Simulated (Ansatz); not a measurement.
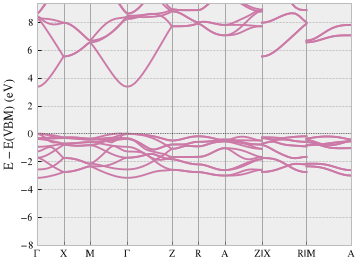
Figure: Band structure from plane-wave PAW PBEsol (Ansatz code)

Q: Read off the gap and where the band edges lie.

A: About 3.4 eV (3.36 eV by a search for the band edges); maximum on the M–Γ line, 83 % of the way from M, minimum at Γ.

The material is MgO in space group P4_2/mnm (No. 136; Mg on 4g, O on 4f).

The start of the workflow was typed in or built on a structure type; neither database checked (COD, Materials Project) lists it. It is not the phase usual at ambient conditions (space group No. 225). The cell was relaxed with PBEsol under the symmetry of its start; phonons on a q-mesh show no instability.

Potentials: the later of the program's two PAW sets.
